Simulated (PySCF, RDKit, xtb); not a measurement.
# CH2Si: from the formula to a structure, part 2 of 2

Given the formula CH2Si and nothing else, which arrangement of the atoms is the most stable in the gas at 298.15 K, and what are its properties?

xtb, Ansatz and PySCF; isolated molecules. Earlier steps stand in the parts before.

## 12. Density, orbitals and dipole (PBE0/def2-TZVPD)

File run.py:

```python
# C=[Si]
import pyscf.grad
from pyscf import gto, dft

system = gto.Mole()
system.atom = '''
C     -0.161204     0.660691     0.358747
Si     1.035325    -0.559995     0.270359
H     -0.842842     0.786419     1.212985
H     -0.326171     1.402294    -0.437170
'''
system.charge = 0
system.max_memory = 3720
system.verbose = 3
system.basis = 'def2-tzvpd'
system.spin = 0
system.build()

ks = dft.RKS(system, xc='pbe0')
ks = ks.density_fit(auxbasis='def2-universal-jkfit')
ks.grids.level = 3
ks.conv_tol = 1e-09
ks.max_cycle = 100
ks.kernel()
if not ks.converged:
    ks = ks.newton().run(ks.mo_coeff, ks.mo_occ)

etot = ks.e_tot
print(f'total energy: {etot:.8f} hartree')
grad = ks.Gradients().kernel()
ks.analyze()
```

Command:

```console
OMP_NUM_THREADS=2 python run.py
```

The program printed:

```text
converged SCF energy = -328.556673428435
total energy: -328.55667343 hartree
--------------- DFRKS gradients ---------------
         x                y                z
0 C     0.0003670977    -0.0004314142     0.0000400122
1 Si     0.0044437416    -0.0045082455    -0.0003598801
2 H    -0.0038982073     0.0007332125     0.0048782021
3 H    -0.0009133598     0.0042118011    -0.0045450954
----------------------------------------------
**** MO energy ****
MO #1   energy= -66.2664406888826  occ= 2
MO #2   energy= -10.2081386341947  occ= 2
MO #3   energy= -5.34448693552984  occ= 2
MO #4   energy= -3.68298058258816  occ= 2
MO #5   energy= -3.6765258051605   occ= 2
MO #6   energy= -3.67168550830353  occ= 2
MO #7   energy= -0.688356568439495 occ= 2
MO #8   energy= -0.464290945581936 occ= 2
MO #9   energy= -0.424540627185731 occ= 2
MO #10  energy= -0.284278754225795 occ= 2
MO #11  energy= -0.24151521633198  occ= 2
MO #12  energy= -0.0965734222471752 occ= 0
MO #13  energy= -0.0395908368143374 occ= 0
MO #14  energy= 0.0197172200265105 occ= 0
MO #15  energy= 0.0386513568540951 occ= 0
MO #16  energy= 0.080842622035559  occ= 0
MO #17  energy= 0.0831611745228262 occ= 0
MO #18  energy= 0.0860898513416231 occ= 0
MO #19  energy= 0.0892082327449611 occ= 0
MO #20  energy= 0.116828993220133  occ= 0
MO #21  energy= 0.130071653471563  occ= 0
MO #22  energy= 0.153958748678606  occ= 0
MO #23  energy= 0.162573380164332  occ= 0
MO #24  energy= 0.178185619460224  occ= 0
MO #25  energy= 0.187857291866198  occ= 0
MO #26  energy= 0.192602899457005  occ= 0
MO #27  energy= 0.225961762296969  occ= 0
MO #28  energy= 0.258149456055245  occ= 0
MO #29  energy= 0.273314093181033  occ= 0
MO #30  energy= 0.276131856741946  occ= 0
MO #31  energy= 0.285419818028128  occ= 0
MO #32  energy= 0.294024596003192  occ= 0
MO #33  energy= 0.317978675787012  occ= 0
MO #34  energy= 0.324291988369999  occ= 0
MO #35  energy= 0.331067678162819  occ= 0
MO #36  energy= 0.372106997091941  occ= 0
MO #37  energy= 0.373173541489433  occ= 0
MO #38  energy= 0.403720739155386  occ= 0
MO #39  energy= 0.419870834197047  occ= 0
MO #40  energy= 0.431272450654417  occ= 0
MO #41  energy= 0.461181485208848  occ= 0
MO #42  energy= 0.462267142204064  occ= 0
MO #43  energy= 0.473285412081672  occ= 0
MO #44  energy= 0.553397444742052  occ= 0
MO #45  energy= 0.557105980381028  occ= 0
MO #46  energy= 0.627737752147976  occ= 0
MO #47  energy= 0.644417064831697  occ= 0
MO #48  energy= 0.700564883872082  occ= 0
MO #49  energy= 0.721201009324554  occ= 0
MO #50  energy= 0.845206686477685  occ= 0
MO #51  energy= 0.86731014022747   occ= 0
MO #52  energy= 0.938917850815319  occ= 0
MO #53  energy= 0.979651062450429  occ= 0
MO #54  energy= 1.0173236376489    occ= 0
MO #55  energy= 1.01829232080306   occ= 0
MO #56  energy= 1.02540621946335   occ= 0
MO #57  energy= 1.0623359572455    occ= 0
MO #58  energy= 1.09693974694231   occ= 0
MO #59  energy= 1.14366651786368   occ= 0
MO #60  energy= 1.16129379760201   occ= 0
MO #61  energy= 1.18676173292351   occ= 0
MO #62  energy= 1.265421155971     occ= 0
MO #63  energy= 1.26707987665537   occ= 0
MO #64  energy= 1.29480783532021   occ= 0
MO #65  energy= 1.33910541419798   occ= 0
MO #66  energy= 1.42544567154903   occ= 0
MO #67  energy= 1.43818851650874   occ= 0
MO #68  energy= 1.50745820173706   occ= 0
MO #69  energy= 1.65729930623977   occ= 0
MO #70  energy= 1.73649870880908   occ= 0
MO #71  energy= 1.76506590562986   occ= 0
MO #72  energy= 1.800048046298     occ= 0
MO #73  energy= 1.92572590633004   occ= 0
MO #74  energy= 1.98572624752909   occ= 0
MO #75  energy= 2.09540713319007   occ= 0
MO #76  energy= 2.11491962260909   occ= 0
MO #77  energy= 2.27149095500266   occ= 0
MO #78  energy= 2.54251516406709   occ= 0
MO #79  energy= 2.5575869123242    occ= 0
MO #80  energy= 2.66399484687715   occ= 0
MO #81  energy= 2.77555934403825   occ= 0
MO #82  energy= 3.02475385787401   occ= 0
MO #83  energy= 3.14252648213207   occ= 0
MO #84  energy= 3.15522625449707   occ= 0
MO #85  energy= 3.2494865657974    occ= 0
MO #86  energy= 3.26194150001876   occ= 0
MO #87  energy= 3.34694062284511   occ= 0
MO #88  energy= 3.37425349829819   occ= 0
MO #89  energy= 3.45967750832023   occ= 0
MO #90  energy= 3.48582081720736   occ= 0
MO #91  energy= 3.73417846815022   occ= 0
MO #92  energy= 4.26807064993693   occ= 0
MO #93  energy= 4.45953530769305   occ= 0
MO #94  energy= 6.08781570020111   occ= 0
MO #95  energy= 6.21246023438154   occ= 0
MO #96  energy= 6.59630193815525   occ= 0
MO #97  energy= 10.6792167051498   occ= 0
MO #98  energy= 22.2126734183572   occ= 0
 ** Mulliken atomic charges  **
charge of    0C =     -0.63475
charge of    1Si =      0.33869
charge of    2H =      0.14802
charge of    3H =      0.14804
Dipole moment(X, Y, Z, Debye):  0.12282, -0.12550, -0.00791
```

Wall time 4.2 s (2 threads of Arm Neoverse V1, shared host); peak memory 0.72 GiB.

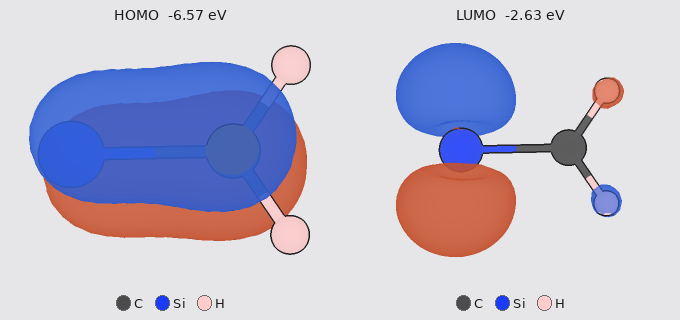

Frontier orbitals of this run, surfaces at ±0.2 Å^-3/2.

## 13. Electronic excitations (TD-CAM-B3LYP/def2-SVPD)

An in-house driver calls PySCF's response routines at TD-CAM-B3LYP/def2-SVPD; it has no typed input.

The program printed:

```text
coarse grid: 3952 points
cycle   1  E = -328.4671320230  dE = -1.421e-02  |g| = 4.255e-01  |ddm| = 2.181e+00
cycle   2  E = -328.4117218433  dE =  5.541e-02  |g| = 5.939e-01  |ddm| = 1.007e+00
cycle   3  E = -328.5237312380  dE = -1.120e-01  |g| = 1.926e-02  |ddm| = 5.995e-01
cycle   4  E = -328.5239706716  dE = -2.394e-04  |g| = 8.238e-03  |ddm| = 4.891e-02
cycle   5  E = -328.5240026062  dE = -3.193e-05  |g| = 2.357e-03  |ddm| = 1.769e-02
cycle   6  E = -328.5240057248  dE = -3.119e-06  |g| = 4.616e-04  |ddm| = 4.608e-03
final grid: 33880 points
cycle   7  E = -328.5692431159  dE = -4.144e-06  |g| = 1.196e-03  |ddm| = 1.156e-02
cycle   8  E = -328.5692429210  dE =  1.948e-07  |g| = 1.438e-03  |ddm| = 2.794e-03
cycle   9  E = -328.5692435076  dE = -5.866e-07  |g| = 1.358e-04  |ddm| = 1.416e-03
cycle  10  E = -328.5692435139  dE = -6.288e-09  |g| = 2.433e-05  |ddm| = 2.273e-04
cycle  11  E = -328.5692435144  dE = -4.325e-10  |g| = 5.339e-06  |ddm| = 6.202e-05
converged SCF energy = -328.5692435144

Static polarisability (au): isotropic 44.713, principal 38.128 38.137 57.874

Singlet excitations
state   eV       nm        f      main configurations
  1   2.2783    544.2   0.00000   H->L 0.99
  2   3.8430    322.6   0.03422   H-1->L 0.98
  3   5.2193    237.5   0.17250   H->L+1 0.92
  4   5.4606    227.1   0.03552   H-1->L+1 0.95
  5   6.0403    205.3   0.10506   H->L+2 0.94
  6   7.0935    174.8   0.01422   H->L+3 0.95
  7   7.7161    160.7   0.04268   H-1->L+2 0.92
  8   8.1257    152.6   0.01724   H->L+4 0.98

Triplet excitations (Tamm-Dancoff, eV): 1.8995 2.4336 2.8091
```

Run time: 2 s. Hardware: 2 threads of Arm Neoverse V1, shared host; peak memory 0.2 GiB.

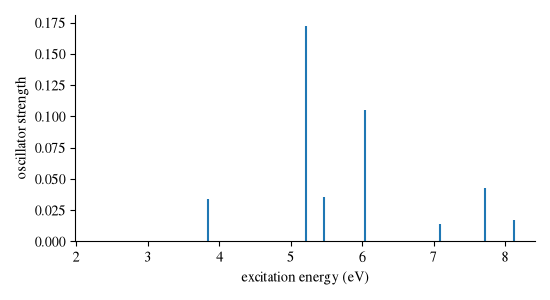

Vertical excitations as sticks.

The roots found:

```csv
excited state,energy (eV),strength
1,2.278,0.0000
2,3.843,0.0342
3,5.219,0.1725
4,5.461,0.0355
5,6.040,0.1051
6,7.093,0.0142
7,7.716,0.0427
8,8.126,0.0172
```

## 14. NMR shieldings (GIAO PBE0/pcSseg-1)

An in-house driver calls PySCF's response routines at GIAO PBE0/pcSseg-1; it has no typed input.

The program printed:

```text
coarse grid: 3952 points
cycle   1  E = -328.4290023740  dE =  4.212e-02  |g| = 5.032e-01  |ddm| = 1.806e+00
cycle   2  E = -328.1773806887  dE =  2.516e-01  |g| = 9.542e-01  |ddm| = 1.286e+00
cycle   3  E = -328.5051172494  dE = -3.277e-01  |g| = 5.610e-02  |ddm| = 1.002e+00
cycle   4  E = -328.5064273681  dE = -1.310e-03  |g| = 2.299e-02  |ddm| = 1.312e-01
cycle   5  E = -328.5066219029  dE = -1.945e-04  |g| = 4.879e-03  |ddm| = 3.348e-02
cycle   6  E = -328.5066295814  dE = -7.678e-06  |g| = 8.110e-04  |ddm| = 5.780e-03
final grid: 33880 points
cycle   7  E = -328.5182696599  dE = -5.093e-06  |g| = 2.793e-03  |ddm| = 7.623e-03
cycle   8  E = -328.5182654958  dE =  4.164e-06  |g| = 4.537e-03  |ddm| = 5.100e-03
cycle   9  E = -328.5182714776  dE = -5.982e-06  |g| = 6.539e-04  |ddm| = 4.146e-03
cycle  10  E = -328.5182716217  dE = -1.441e-07  |g| = 6.219e-05  |ddm| = 9.123e-04
cycle  11  E = -328.5182716228  dE = -1.100e-09  |g| = 1.602e-05  |ddm| = 7.679e-05
cycle  12  E = -328.5182716229  dE = -8.185e-11  |g| = 2.510e-06  |ddm| = 2.108e-05
converged SCF energy = -328.5182716229

GIAO shielding tensors (ppm)
atom      isotropic    diamagn.    paramagn.     s11        s22        s33       span
  0 C       49.797     261.538    -211.740   -191.577    104.263    236.706    428.283
  1 Si    -382.001     878.884   -1260.884   -854.442   -165.671   -125.889    728.553
  2 H       24.245      30.503      -6.258     15.738     28.270     28.728     12.990
  3 H       24.214      30.817      -6.603     15.729     28.326     28.589     12.860
```

Wall time 1.7 s (2 threads of Arm Neoverse V1, shared host); peak memory 0.19 GiB.

Isotropic shieldings (absolute, not shifts):

```csv
atoms,shielding (ppm)
C1,49.8
Si2,-382.0
H3,24.25
H4,24.21
```

## 15. The cation at the same geometry (PBE0/def2-TZVPD)

File calc.py:

```python
from pyscf import gto, dft

mol = gto.Mole()
mol.atom = [
    ('C', (-0.161204, 0.660691, 0.358747)),
    ('Si', (1.035325, -0.559995, 0.270359)),
    ('H', (-0.842842, 0.786419, 1.212985)),
    ('H', (-0.326171, 1.402294, -0.437170)),
]
mol.charge = 1
mol.basis = 'def2-tzvpd'
mol.max_memory = 3720
mol.spin = 1
mol.verbose = 3
mol.build()

mf = dft.UKS(mol)
mf.xc = 'pbe0'
mf = mf.density_fit(auxbasis='def2-universal-jkfit')
mf.conv_tol = 1e-09
mf.max_cycle = 100
mf.grids.level = 3
mf.kernel()
if not mf.converged:
    mf = mf.newton().run(mf.mo_coeff, mf.mo_occ)
for _ in range(3):
    mo, _, stable, _ = mf.stability(return_status=True)
    if stable:
        break
    mf.kernel(mf.make_rdm1(mo, mf.mo_occ))

etot = mf.e_tot
print('E(%s) = %.9f' % ('PBE0', etot))
```

Command:

```console
OMP_NUM_THREADS=2 python calc.py
```

The program printed:

```text
WARN: HOMO -0.26791458363353 >= LUMO -0.26791458363353

converged SCF energy = -328.234924298186  <S^2> = 0.75397311  2S+1 = 2.0039692
<class 'pyscf.df.df_jk.DFUKS'> wavefunction is stable in the internal stability analysis
E(PBE0) = -328.234924298
```

Run time: 26 s. Hardware: 2 threads of Arm Neoverse V1, shared host; peak memory 0.39 GiB.

## 16. The anion at the same geometry (PBE0/def2-TZVPD)

File input.xyz:

```xyz
4
CH2Si
C     -0.161204     0.660691     0.358747
Si     1.035325    -0.559995     0.270359
H     -0.842842     0.786419     1.212985
H     -0.326171     1.402294    -0.437170
```

File run.py:

```python
from pyscf import gto, dft

mol = gto.Mole()
mol.atom = 'input.xyz'
mol.charge = -1
mol.basis = 'def2-tzvpd'
mol.verbose = 3
mol.spin = 1
mol.max_memory = 3720
mol.build()

mf = dft.UKS(mol, xc='pbe0')
mf = mf.density_fit(auxbasis='def2-universal-jkfit')
mf.grids.level = 3
mf.conv_tol = 1e-09
mf.max_cycle = 100
mf.kernel()
if not mf.converged:
    mf = mf.newton().run(mf.mo_coeff, mf.mo_occ)
for _ in range(3):
    mo, _, stable, _ = mf.stability(return_status=True)
    if stable:
        break
    mf.kernel(mf.make_rdm1(mo, mf.mo_occ))

energy = mf.e_tot
print(f'total energy: {energy:.8f} hartree')
```

Command:

```console
OMP_NUM_THREADS=2 python run.py
```

The program printed:

```text
WARN: HOMO -0.118579443240787 >= LUMO -0.118579443240783

converged SCF energy = -328.583681569443  <S^2> = 0.76385527  2S+1 = 2.0138076
<class 'pyscf.df.df_jk.DFUKS'> wavefunction is stable in the internal stability analysis
total energy: -328.58368157 hartree
```

It took 25 s on 2 threads of Arm Neoverse V1, shared host; peak memory 0.39 GiB.

## 17. The triplet at the same geometry (PBE0/def2-TZVPD)

File geometry.xyz:

```xyz
4

C     -0.161204     0.660691     0.358747
Si     1.035325    -0.559995     0.270359
H     -0.842842     0.786419     1.212985
H     -0.326171     1.402294    -0.437170
```

File run.py:

```python
from pyscf import gto, dft

mol = gto.M(
    atom='geometry.xyz',
    max_memory=3720,
    spin=2,
    verbose=3,
    charge=0,
    basis='def2-tzvpd',
)

calc0 = dft.UKS(mol)
calc0.xc = 'pbe0'
calc0 = calc0.density_fit(auxbasis='def2-universal-jkfit')
calc0.max_cycle = 100
calc0.grids.level = 3
calc0.conv_tol = 1e-09
calc0.kernel()
if not calc0.converged:
    calc0 = calc0.newton().run(calc0.mo_coeff, calc0.mo_occ)
for _ in range(3):
    mo, _, stable, _ = calc0.stability(return_status=True)
    if stable:
        break
    calc0.kernel(calc0.make_rdm1(mo, calc0.mo_occ))

energy = calc0.e_tot
print('E(%s) = %.9f' % ('PBE0', energy))
```

Command:

```console
OMP_NUM_THREADS=2 python run.py
```

The program printed:

```text
WARN: HOMO -0.118579443240787 >= LUMO -0.26791458363353

converged SCF energy = -328.493660768728  <S^2> = 2.0123809  2S+1 = 3.0082426
<class 'pyscf.df.df_jk.DFUKS'> wavefunction is stable in the internal stability analysis
E(PBE0) = -328.493660769
```

Wall time 19 s (2 threads of Arm Neoverse V1, shared host); peak memory 0.39 GiB.

## 18. Stability of the closed-shell solution (PBE0/def2-SVP)

File calc.py:

```python
from pyscf import gto, dft

mol = gto.M(
    atom='''
C     -0.161204     0.660691     0.358747
Si     1.035325    -0.559995     0.270359
H     -0.842842     0.786419     1.212985
H     -0.326171     1.402294    -0.437170
''',
    charge=0,
    basis='def2-svp',
    max_memory=3720,
    verbose=3,
)

myscf = dft.RKS(mol)
myscf.xc = 'pbe0'
myscf = myscf.density_fit(auxbasis='def2-universal-jkfit')
myscf.max_cycle = 100
myscf.grids.level = 3
myscf.kernel()
if not myscf.converged:
    myscf = myscf.newton().run(myscf.mo_coeff, myscf.mo_occ)

etot = myscf.e_tot
print('E(%s) = %.9f' % ('PBE0', etot))
mo_i, mo_e, stable_i, stable_e = myscf.stability(internal=True, external=True, return_status=True)
print('stable: internal', stable_i, 'external', stable_e)
```

Command:

```console
OMP_NUM_THREADS=2 python calc.py
```

The program printed:

```text
converged SCF energy = -328.412572692896
E(PBE0) = -328.412572693
<class 'pyscf.df.df_jk.DFRKS'> wavefunction is stable in the internal stability analysis
<class 'pyscf.df.df_jk.DFRKS'> wavefunction is stable in the real -> complex stability analysis
<class 'pyscf.df.df_jk.DFRKS'> wavefunction is stable in the RHF/RKS -> UHF/UKS stability analysis
stable: internal True external True
```

Run time: 5.4 s. Hardware: 2 threads of Arm Neoverse V1, shared host; peak memory 0.28 GiB.

## 19. Results

This closing draws on all 2 parts.

```
                                           quantity                                                                                                                value
                             lowest structure found                                                                                                      C=[Si], singlet
                                      next finalist                                                                          C#[SiH], singlet, 33.6 kcal/mol higher in G
          share at equilibrium, among the finalists                                                                                                              100.0 %
                                             funnel  23 starts, 5 minima at GFN2-xTB from these starts (7 with those found later), 6 screening runs, 3 relaxed, 3 ranked
                               CPU time of all runs                                                                                                               12 min
         lowest excitation (TD-CAM-B3LYP/def2-SVPD)                                                                                                  2.28 eV (f = 0.000)
       strongest of the states computed, same level                                                                                                  5.22 eV (f = 0.172)
lowest triplet excitation, same level, Tamm-Dancoff                                                                                                              1.90 eV
```

The search ends on `C=[Si]`. Among the finalists first place is clear (33.6 kcal/mol); structures outside the list aren't covered. HF/STO-3G, r2SCAN-D4/def2-SVP, PBE0-D3(BJ)/def2-SVP, HF/def2-TZVPP and MP2/def2-TZVPP already put its bonding pattern lowest among the structures in one piece. The largest share of the time went into the screen (34 % of the CPU time that the search's summary counts). A large T1 diagnostic among the finalists warns that one reference determinant may not suffice. It concerns: the finalist C#[SiH] (singlet). The search is not exhaustive (a finite list of starts, one conformer a finalist), so a lower isomer can't be ruled out. The lowest isomer need not be the one that is made and kept in a bottle, which depends on barriers.
